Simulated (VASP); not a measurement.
Band structure of Lu (hcp). All values below come from rev-vdW-DF2, VASP's PBE PAW potentials (set 64) (plane waves; VASP).

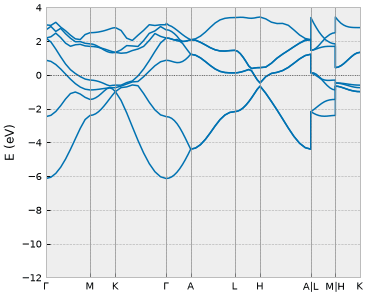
Bands along high-symmetry lines, zero at the valence-band maximum or, without a gap, the Fermi level

Q: Read the plot: is there a gap, and where are the band edges?

A: It has no gap at this level: it comes out as a metal or semimetal. (Edges off the drawn lines would not show.)

The compound is Lu in the hcp structure. It was relaxed first.
